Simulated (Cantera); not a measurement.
Charge: 1 mol HF, a varied amount of H₂O, 2.3 mol O₂, equilibrated at 3250 °C and 25.0 bar.

Cantera equilibrium calculation (NASA polynomials, part measured and part estimated; ideal gas, pure solids and liquids). Candidate condensed phases: H₂O; 22 gas species. The numbers say what is thermodynamically allowed, not how fast it happens.

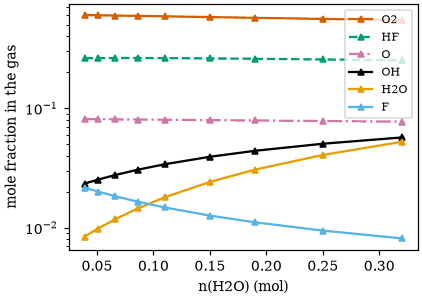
Figure: Equilibrium gas composition (values under 1e-9 drawn at 1e-9)

### Question
Read off the mole fractions at 0.11 mol H₂O.

### Answer
O₂ about 0.59, HF about 0.26, O about 0.080, OH about 0.034, H₂O about 0.018, F about 0.015.
